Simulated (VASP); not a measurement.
Given:

```xyz
4
Lattice="3.9013 0.0000 0.0000 0.0000 3.9013 0.0000 0.0000 0.0000 5.2537" Properties=species:S:1:pos:R:3 pbc="T T T"
Sn     1.9506     0.0000     4.0888
Sn     0.0000     1.9506     1.1649
O      1.9506     1.9506     0.0000
O      3.9013     0.0000     0.0000
```

Computed with revPBE GGA, VASP's PBE PAW potentials (set 64) (plane waves; VASP). Settings: 520 eV cut-off, 6×6×5 Γ-centred mesh, tetrahedra with Blöchl corrections, potentials Sn_d O.

Without a dispersion term in the relaxation, distances and binding between the weakly bound layers, chains or molecules are unreliable, and so is what depends on them. Unless said otherwise, spin-orbit coupling is left out, though it shifts the bands of the heavy elements here.

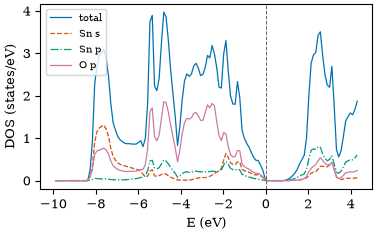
Figure. Total and projected density of states, zero at the valence-band maximum

Within 2 eV below the valence-band maximum the largest weight inside VASP's projection spheres is O p, then Sn s.

The gap is indirect, 0.82 eV, from the valence maximum at Γ to the conduction minimum at M.

The compound is SnO in the litharge structure. It was relaxed first, which changed the volume by +14 %.
